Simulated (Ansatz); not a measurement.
SrTiO3 (I4/mcm), computed twice by G0W0.

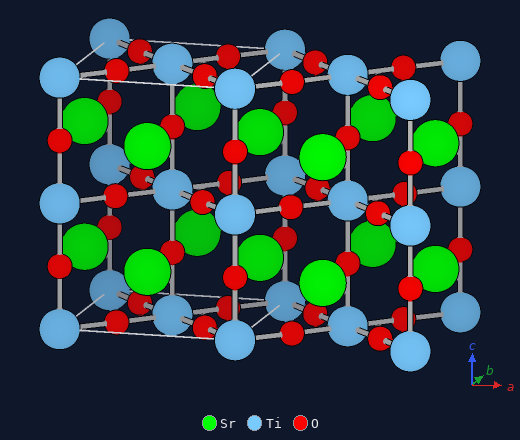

The structure (strontium green, titanium blue, oxygen red). 2×1×1 conventional cells are drawn. Some periodic images of atoms are drawn too.

```
Sr Ti O
1.0
    -2.75550    2.75550    3.89800
     2.75550   -2.75550    3.89800
     2.75550    2.75550   -3.89800
Sr Ti O
2 2 6
Direct
  0.75000 0.25000 0.50000
  0.25000 0.75000 0.50000
  0.00000 0.00000 0.00000
  0.50000 0.50000 0.00000
  0.25000 0.25000 0.00000
  0.75000 0.75000 0.00000
  0.74510 0.24510 0.99020
  0.24510 0.25490 0.50000
  0.25490 0.75490 0.00980
  0.75490 0.74510 0.50000
```

The cell and positions come from the Crystallography Open Database and are kept as given unless a step says otherwise.

The first (Ansatz 0.2.0; start PBE, 4×4×4 mesh, 493 empty bands, screening to 150 eV, PAW set soft_1 files; 1 × NVIDIA H100 80GB HBM3 (shared by 6 runs) with 2 threads of AMD EPYC 7R13 (Zen 3), shared host) gave, on its mesh: starting gap 1.91 eV, G0W0 gap 3.46 eV, RPA ε∞ (mean) 6.14, 28 s.

The second gave: starting gap 2.75 eV, G0W0 gap 3.65 eV, RPA ε∞ (mean) 4.96, 98 s.

Q: What was changed in the input? Choose among start, files, mesh, bands and cutoff, frequency model or another key.

Changed: start from PBE to PBE with 15 % screened exact exchange. A jump of this size in the start, with ε∞ moving the other way, marks another functional. Other changes could give like numbers; this is the one that was made.

Limits: not at the basis limit; no spin-orbit coupling.

[Paths, hosts, dates, memory and timing lines, banners, echoed tables and standing remarks are left out of the program output.]

[Logs are printed without paths, hosts, clocks, repeated set-up lines and the standing remarks that a program may print on its own settings, such as how far it seeks lower states.]

[Runs of the session that timed out or met a known fault of the program may be left out.]

[Cells called generated may have been cut or substituted from an entry of the Crystallography Open Database or the Materials Project.]

[Hosts, paths, dates, database ids (printed as entryN), source tags and the programs' standing remarks are cut or masked in the printed files.]
